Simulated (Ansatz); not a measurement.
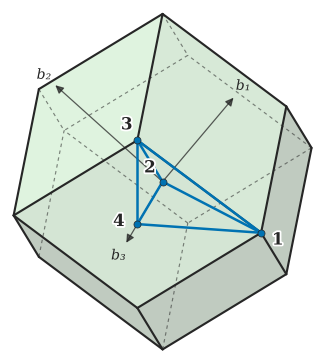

The first Brillouin zone of a body-centred cubic lattice (cI; extended symbol cI1) is drawn with its special points numbered. Crystal: Ti4Al, the end point of a relaxation with DFT PBE, scalar-relativistic, plane waves, PAW (Ansatz); the starting structure was generated, so it need not be a known form of this composition. All values are computed from the atomic coordinates in the standard setting (tolerance 0.002 Å).

a = 5.889 Å, b = 5.889 Å, c = 5.889 Å, α = 90.00°, β = 90.00°, γ = 90.00°.

Labels and path follow the convention of Hinuma et al. (2017), as computed by seekpath; the arrows show the directions of the reciprocal primitive vectors b₁, b₂, b₃, in which coordinates are given.

Question: Which special point is each number?

Answer:
```tsv
no.	label	coordinates
1	H	(1/2, −1/2, 1/2)
2	Γ	(0, 0, 0)
3	P	(1/4, 1/4, 1/4)
4	N	(0, 0, 1/2)
```
